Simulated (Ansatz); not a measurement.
# AlNH (doublet): correlated methods under varied settings at scale of all distances = 1.727

What do other methods and options give for AlNH (doublet) at this geometry, and how long do they take?

Computed with Ansatz 0.2.0, Gaussian basis. Level: the settings change from run to run.

16 further runs of the same task are left out: 5 for a known fault of the program, 10 that didn't finish, 1 set aside as unsound or not needed.

### 1 The system

The geometry derives from a PBE0/def2-TZVP stationary point (not a proven minimum). All distances are scaled together.

3 atoms, charge 0, spin multiplicity 2.

Atoms are counted from 1 here; the program's logs count them from 0.

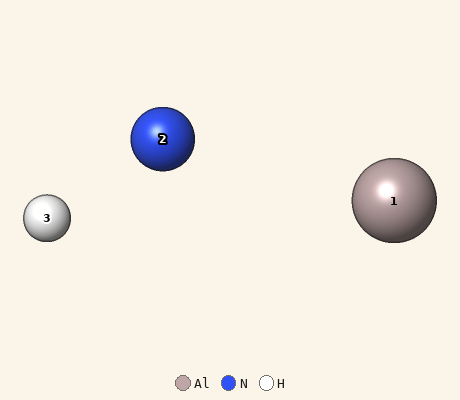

The geometry (aluminium light grey, nitrogen blue, hydrogen white); atoms are numbered from 1 in the order of the file.

### 2 HF/aug-cc-pVDZ

The input, in.yaml:

```yaml
crystal:
  periodic: [false, false, false]
  atoms:
    - {symbol: Al, position_ang: [0.000000, 0.056432, 1.099279]}
    - {symbol: N, position_ang: [0.000000, -0.184203, -1.891591]}
    - {symbol: H, position_ang: [0.000000, 1.049129, -3.140359]}
basis:
  gaussian: {orbitals: aug-cc-pVDZ}
magnetization: {spin_polarized: false, initial_magnetization: 1}
hamiltonian: {xc: hf}
output: {forces: true, orbitals: {seedname: orbitals}}
```

Command:

```bash
> ansatz run in.yaml --threads 1 --pin off --events-out ev --progress --plain --max-ram 2393MiB
```

The log of the run:

```text
Functional definition: HF
  name "HF"
  cite "Fock, Z. Phys. 61, 126 (1930) doi:10.1007/BF01340294"
  parent pbe
  exchange = exact_x
  correlation = 0
586 factors; integrals over basis functions are off by at most 7.8e-4 eV
mean field evaluation 1: about -8068.5797 eV, gradient 3.1e1 eV
mean field evaluation 2: about -8068.5797 eV, gradient 3.1e1 eV
mean field evaluation 4: about -8071.8708 eV, gradient 4.4e0 eV
mean field evaluation 8: about -8072.5357 eV, gradient 1.5e0 eV
mean field evaluation 16: about -8072.6436 eV, gradient 1.5e-5 eV
mean field evaluation 32: about -8059.9546 eV, gradient 2.1e1 eV
mean field evaluation 64: about -8070.8638 eV, gradient 3.0e0 eV
mean field evaluation 96: about -8072.5775 eV, gradient 1.9e0 eV
mean field evaluation 128: about -8070.9036 eV, gradient 1.6e0 eV
mean field evaluation 160: about -8070.8862 eV, gradient 6.7e0 eV
mean field evaluation 192: about -8072.6436 eV, gradient 1.1e-2 eV
mean field evaluation 224: about -8072.0363 eV, gradient 1.2e1 eV
mean field -8073.06772307 eV, -296.6797667009 hartree, gradient 1.2e-5 eV, S^2 0.750000; 5 other end points of the search recorded, 0 dependent functions left out
the calculation of the forces begins
reference -8073.06772307 eV, -296.6797667009 hartree; 11, 10 occupied and 48, 49 virtual orbitals, 586 factors
Total energy: -8073.06772307 eV, -296.6797667009 hartree
Atom 0 at     0.000000     0.056432     1.099279 Å, force    -0.000000     0.063685    -2.108191 eV/Å
Atom 1 at     0.000000    -0.184203    -1.891591 Å, force     0.000000     2.799359    -1.356452 eV/Å
Atom 2 at     0.000000     1.049129    -3.140359 Å, force    -0.000000    -2.863044     3.464642 eV/Å
Dipole moment:     0.000000     0.024906     1.869870 e Å
```

It took 1.9 s on 1 thread of Arm Neoverse V1, shared host.

### 3 MP2 on UHF/def2-SVP

The input, in.yaml:

```yaml
crystal:
  periodic: [false, false, false]
  atoms:
    - {symbol: Al, position_ang: [0.000000, 0.056432, 1.099279]}
    - {symbol: N, position_ang: [0.000000, -0.184203, -1.891591]}
    - {symbol: H, position_ang: [0.000000, 1.049129, -3.140359]}
basis:
  gaussian: {orbitals: def2-SVP}
magnetization: {spin_polarized: true, initial_magnetization: 1}
correlation: {method: mp2, electrons: valence}
accuracy: high
output: {forces: true}
```

Same command.

The log of the run, cut to the lines that bear on the results:

```text
Functional definition: HF
  name "HF"
  cite "Fock, Z. Phys. 61, 126 (1930) doi:10.1007/BF01340294"
  parent pbe
[...]
658 factors; integrals over basis functions are off by at most 3.9e-9 eV
[...]
mean field -8071.63498099 eV, -296.6271144007 hartree, gradient 2.8e-8 eV, S^2 2.466143; 17 other end points of the search recorded, 0 dependent functions left out
6 core orbitals not correlated: weight in the atoms' cores, before any rotation towards them, 1.000 or more for the frozen orbitals, at most 0.000 for the correlated occupied ones
reference -8071.63498099 eV, -296.6271144007 hartree; 5, 4 occupied and 26, 27 virtual orbitals, 658 factors
second order -3.01982691 eV of doubles, -0.00000000 eV of singles
[...]
Total energy: -8074.65480790 eV, -296.7380909928 hartree
Atom 0 at     0.000000     0.056432     1.099279 Å, force     0.000000     0.008331    -0.149520 eV/Å
Atom 1 at     0.000000    -0.184203    -1.891591 Å, force    -0.000000     1.199085    -1.122385 eV/Å
Atom 2 at     0.000000     1.049129    -3.140359 Å, force     0.000000    -1.207417     1.271905 eV/Å
Dipole moment:    -0.000000     0.098488    -0.038247 e Å
```

It took 2.6 s on 1 thread of Arm Neoverse V1, shared host.

From the report: ⟨S²⟩ of the determinant 2.466 (pure doublet: 0.75). The determinant is far from a pure spin state, so its energy mixes those of several spin states (harmless only where they are near-degenerate, as at dissociation).

### 4 BCCD on ROHF/6-31G

The input, in.yaml:

```yaml
crystal:
  periodic: [false, false, false]
  atoms:
    - {symbol: Al, position_ang: [0.000000, 0.056432, 1.099279]}
    - {symbol: N, position_ang: [0.000000, -0.184203, -1.891591]}
    - {symbol: H, position_ang: [0.000000, 1.049129, -3.140359]}
basis:
  gaussian: {orbitals: 6-31G}
magnetization: {spin_polarized: false, initial_magnetization: 1}
correlation: {method: bccd, electrons: outside_noble_gas, diis_vectors: 12}
```

The command is unchanged.

The log of the run, cut to the lines that bear on the results:

```text
Functional definition: HF
  name "HF"
  cite "Fock, Z. Phys. 61, 126 (1930) doi:10.1007/BF01340294"
  parent pbe
[...]
302 factors; integrals over basis functions are off by at most 2.2e-4 eV
[...]
mean field -8071.87122904 eV, -296.6357963565 hartree, gradient 4.1e-6 eV, S^2 0.750000; 16 other end points of the search recorded, 0 dependent functions left out
[...]
determinant -8071.87122904 eV, -296.6357963565 hartree, with singles and doubles -8077.13806912 eV, -296.8293491594 hartree
determinant -8071.37718265 eV, -296.6176404864 hartree, with singles and doubles -8076.35831762 eV, -296.8006938203 hartree
determinant -8070.10909643 eV, -296.5710391774 hartree, with singles and doubles -8074.52118807 eV, -296.7331805547 hartree
determinant -8070.01574083 eV, -296.5676084225 hartree, with singles and doubles -8074.42455735 eV, -296.7296294410 hartree
determinant -8070.01182904 eV, -296.5674646666 hartree, with singles and doubles -8074.41583412 eV, -296.7293088682 hartree
determinant -8069.68556895 eV, -296.5554748297 hartree, with singles and doubles -8074.17148029 eV, -296.7203290307 hartree
unrestricted determinant -8074.66175654 eV, -296.7383463504 hartree, S^2 2.4633
6 core orbitals not correlated: weight in the atoms' cores, before any rotation towards them, 1.000 or more for the frozen orbitals, at most 0.000 for the correlated occupied ones
reference -8071.87122904 eV, -296.6357963565 hartree; 5, 4 occupied and 13, 14 virtual orbitals, 302 factors
second order -3.86305774 eV of doubles, -0.02127548 eV of singles
cycle   1  -5.21664801 eV  change    5.0e-2 eV  update   9.2e-2
[...]
cycle  34  -5.44898654 eV  change   -3.4e-6 eV  update   6.3e-6
Total energy: -8077.32021559 eV, -296.8360429185 hartree
```

Wall time 3 s (1 thread of Arm Neoverse V1, shared host).

From the report: correlation -5.4490 eV; largest double amplitude 0.20.

### 5 BCCD/def2-mTZVP

Edit in.yaml of step 4 so:

```diff
@@ -7,4 +7,5 @@
 basis:
-  gaussian: {orbitals: 6-31G}
+  gaussian: {orbitals: def2-mTZVP}
 magnetization: {spin_polarized: false, initial_magnetization: 1}
-correlation: {method: bccd, electrons: outside_noble_gas, diis_vectors: 12}
+hamiltonian: {xc: {name: PBE0}}
+correlation: {method: bccd, electrons: outside_noble_gas}
```

Same command.

The log of the run, cut to the lines that bear on the results:

```text
Functional definition: PBE0
  name "PBE0"
  cite "Adamo & Barone, J. Chem. Phys. 110, 6158 (1999) doi:10.1063/1.478522"
  cite "Perdew, Burke & Ernzerhof, Phys. Rev. Lett. 77, 3865 (1996) doi:10.1103/PhysRevLett.77.3865"
  parent pbe
[...]
382 factors; integrals over basis functions are off by at most 3.4e-4 eV
[...]
mean field -8090.94560635 eV, -297.3367667935 hartree, gradient 1.5e-6 eV, S^2 0.750000; 4 other end points of the search recorded, 0 dependent functions left out
[...]
unrestricted determinant -8075.66308744 eV, -296.7751445826 hartree, S^2 2.4576
6 core orbitals not correlated: weight in the atoms' cores, before any rotation towards them, 1.000 or more for the frozen orbitals, at most 0.000 for the correlated occupied ones
reference -8072.64476994 eV, -296.6642234602 hartree; 5, 4 occupied and 33, 34 virtual orbitals, 382 factors
second order -6.50059429 eV of doubles, -0.37169910 eV of singles
cycle   1  -6.41255268 eV  change    4.5e-1 eV  update   2.0e-1
[...]
cycle  29  -7.55164958 eV  change   -2.7e-6 eV  update   8.4e-6
Total energy: -8080.19641952 eV, -296.9417414634 hartree
```

Run time: 5 s. Hardware: 1 thread of Arm Neoverse V1, shared host.

From the report: correlation -7.5516 eV; largest double amplitude 0.15.

### 6 CCSDT on UHF/6-31G

The input, in.yaml:

```yaml
crystal:
  periodic: [false, false, false]
  atoms:
    - {symbol: Al, position_ang: [0.000000, 0.056432, 1.099279]}
    - {symbol: N, position_ang: [0.000000, -0.184203, -1.891591]}
    - {symbol: H, position_ang: [0.000000, 1.049129, -3.140359]}
basis:
  gaussian: {orbitals: 6-31G}
magnetization: {spin_polarized: true, initial_magnetization: 1}
correlation: {method: ccsdt, electrons: valence}
accuracy: high
```

The command is unchanged.

The log of the run, cut to the lines that bear on the results:

```text
Functional definition: HF
  name "HF"
  cite "Fock, Z. Phys. 61, 126 (1930) doi:10.1007/BF01340294"
  parent pbe
[...]
513 factors; integrals over basis functions are off by at most 2.8e-9 eV
[...]
mean field -8074.66180892 eV, -296.7383482755 hartree, gradient 2.6e-8 eV, S^2 2.463312; 43 other end points of the search recorded, 0 dependent functions left out
determinant -8074.66180892 eV, -296.7383482755 hartree, with singles and doubles -8077.04833300 eV, -296.8260514178 hartree
determinant -8074.66151621 eV, -296.7383375185 hartree, with singles and doubles -8077.05738128 eV, -296.8263839358 hartree
determinant -8074.54409983 eV, -296.7340225463 hartree, with singles and doubles -8076.96784858 eV, -296.8230936699 hartree
determinant -8073.17131787 eV, -296.6835737398 hartree, with singles and doubles -8076.98693042 eV, -296.8237949145 hartree
[...]
determinant -8071.41136161 eV, -296.6188965401 hartree, with no singles and doubles
determinant -8071.33620875 eV, -296.6161347233 hartree, with no singles and doubles
determinant -8071.31639458 eV, -296.6154065660 hartree, with no singles and doubles
determinant -8071.31633208 eV, -296.6154042692 hartree, with no singles and doubles
determinant -8072.95848181 eV, -296.6757521588 hartree, with singles and doubles -8077.19688983 eV, -296.8315107806 hartree
6 core orbitals not correlated: weight in the atoms' cores, before any rotation towards them, 1.000 or more for the frozen orbitals, at most 0.000 for the correlated occupied ones
reference -8074.66180892 eV, -296.7383482755 hartree; 5, 4 occupied and 13, 14 virtual orbitals, 513 factors
second order -1.44405676 eV of doubles, -0.00000000 eV of singles
cycle   1  -1.82417109 eV  change   -3.8e-1 eV  update   7.8e-2
[...]
cycle 107  -2.85450662 eV  change  -3.7e-10 eV  update  2.1e-10
Total energy: -8077.51631554 eV, -296.8432494590 hartree
```

Run time: 24 s. Hardware: 1 thread of Arm Neoverse V1, shared host.

From the report: ⟨S²⟩ of the determinant 2.463 (pure doublet: 0.75); correlation -2.8545 eV; T1 0.280; largest double amplitude 0.25. The determinant is far from a pure spin state, so its energy mixes those of several spin states (harmless only where they are near-degenerate, as at dissociation).

### 7 The runs in one table

Where basis and cores are those of an earlier FCI/6-31G run (-8077.5734 eV), and the state is the same kind, the miss against it is given.

```
                             level         correlated  functions  energy (eV)  from FCI (meV)   time
                    HF/aug-cc-pVDZ                            59   -8073.0677                  1.9 s
               MP2 on UHF/def2-SVP            valence         37   -8074.6548                  2.6 s
                BCCD on ROHF/6-31G  outside noble gas         24   -8077.3202           253.2    3 s
BCCD/def2-mTZVP (on PBE0 orbitals)  outside noble gas         44   -8080.1964                    5 s
                CCSDT on UHF/6-31G            valence         24   -8077.5163            57.1   24 s
```

### 8 Summary of results

```
quantity                     value
    runs                         5
quickest     HF/aug-cc-pVDZ, 1.9 s
 slowest  CCSDT on UHF/6-31G, 24 s
```

What this shows: Total energies in different bases, with other cores or another treatment of relativity can't be set against each other. CCSDT on UHF/6-31G took 13 times as long as HF/aug-cc-pVDZ; the jobs differ in more than the method. Among the correlated runs with a miss given, it spans +57 to +253 meV.
